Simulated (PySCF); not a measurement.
## A study: AlH$_{3}$O$_{3}$, SMILES `O[Al](O)O`

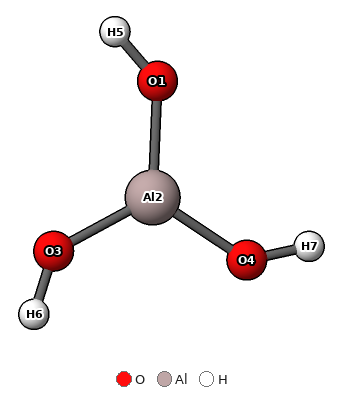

The molecule, with its atoms numbered as below. No frequency check shows the geometry to be a minimum.

Geometry (Å), atoms numbered from 1:

```
O1      -0.5522   -1.5648    0.0000
Al2     -0.0000    0.0000    0.0000
O3       1.6312    0.3042    0.0000
O4      -1.0790    1.2606    0.0000
H5      -0.1527   -2.4234    0.0000
H6       2.1751    1.0795    0.0000
H7      -2.0223    1.3439    0.0000
```

## 1. Bonding charge

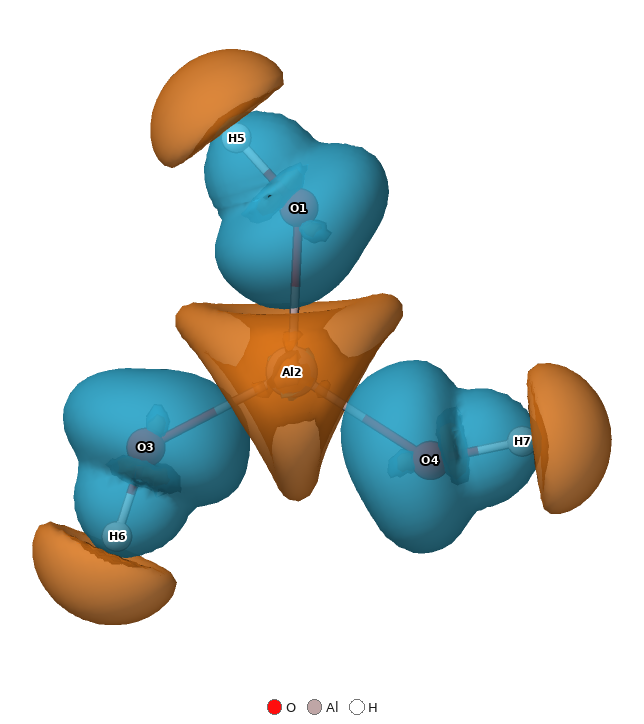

Deformation density (molecule less spherical, spin-averaged free atoms at the same positions), surfaces at ±0.05 e/Å³; light blue: gain, orange: loss.

Computed with PySCF, PBE/def2-TZVP, geometry: GFN2-xTB.

> Describe the bonding that the map shows.

O4–H7, O1–H5 and O3–H6: +0.78 e/Å³ at the bond critical point (bond length 0.95 Å, Mayer order 0.9). Al2–O4, O1–Al2 and Al2–O3: +0.10 e/Å³ at the bond critical point (bond length 1.66 Å, Mayer order 1.2); up to 0.6 Å beside the axis the gain reaches +0.36 e/Å³. In all, 1.8 electrons gather in the regions of gain relative to the promolecule. A small or negative value marks a very polar bond, one between electron-rich atoms, whose free-atom densities already overlap strongly, a long bond to a heavier atom, or a closed-shell contact such as a hydrogen bond.

## 2. Local ionisation energy

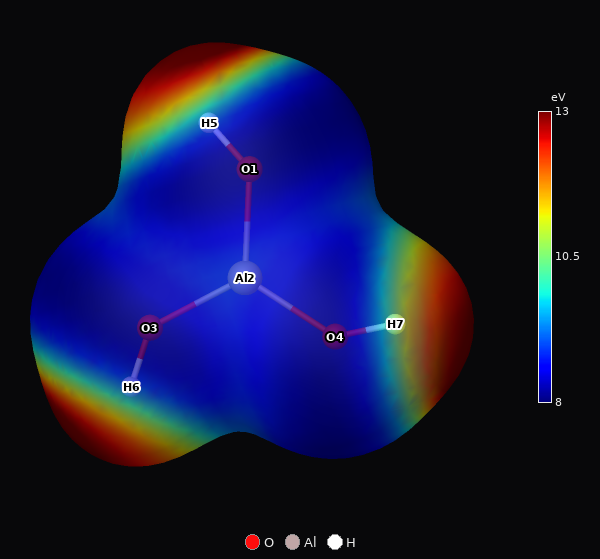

Average local ionisation energy on the surface of electron density 0.001 a.u.

> Where are the most loosely bound electrons on this surface?

The lowest value is 8.1 eV, off the molecular plane, over O3 (1.9 Å), and at like points elsewhere. For comparison, the highest occupied orbital lies at −7.2 eV.

> What volume does the surface enclose, and what is the dipole moment?

About 85 Å³; the dipole moment is 0.0 D.

## 3. In an electric field

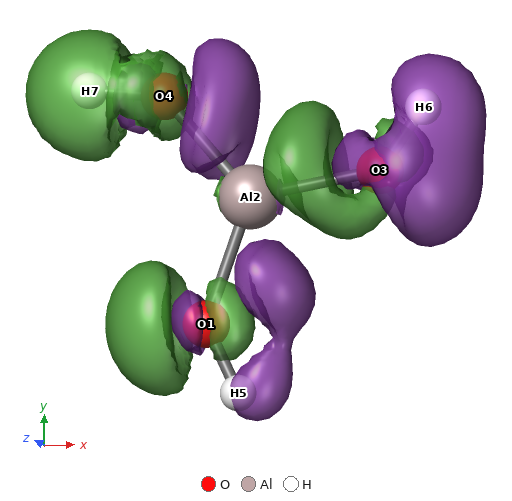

Change of the electron density in a uniform field of 0.21 V/Å, surfaces at ±0.0015 e/Å³ (purple: gain, green: loss).

PySCF calculation, PBE/def2-TZVP, gas phase; geometry: GFN2-xTB. A basis without diffuse functions makes polarisabilities too small.

The field was applied in both directions; the picture shows the one opposite to the script's first.

> Along which Cartesian direction does the field point?

Along −x: electrons gather on the +x side, against the field.

> How large is the response?

The induced dipole is 0.36 D (along the field); α along this axis, from the fields in both directions, is 35 bohr³ (5.2 Å³).
